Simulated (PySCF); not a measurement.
C₃H₇O₃ (cation, charge +1), SMILES C(=O)([OH+]C)OC at its CAM-B3LYP/def2-SVP optimised geometry (Å):

```
13

C      2.4295    -0.8560     0.0000
O      0.9687    -0.8560     0.0000
C      0.3731     0.2770     0.0000
O      0.6746     1.4058     0.0036
O     -1.0743    -0.0645    -0.0098
C     -2.1464     0.9492     0.0484
H      2.7843    -0.3642    -0.9137
H      2.7853    -0.3313     0.8947
H      2.7127    -1.9117     0.0186
H     -1.2996    -1.0167     0.0216
H     -1.6260     1.9117     0.0055
H     -2.7853     0.7937    -0.8272
H     -2.6766     0.8151     0.9974
```

Method: CAM-B3LYP/def2-TZVP (PySCF).

Map of the HOMO amplitude (bohr^(-3/2)) on the plane z = 1.0 Å; orbital energy -16.08 eV, overall sign arbitrary:

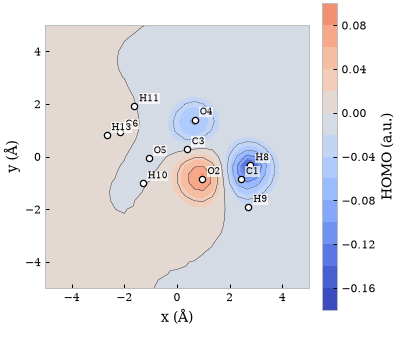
Figure. HOMO amplitude (bohr^(-3/2)) on the plane z = 1.0 Å.
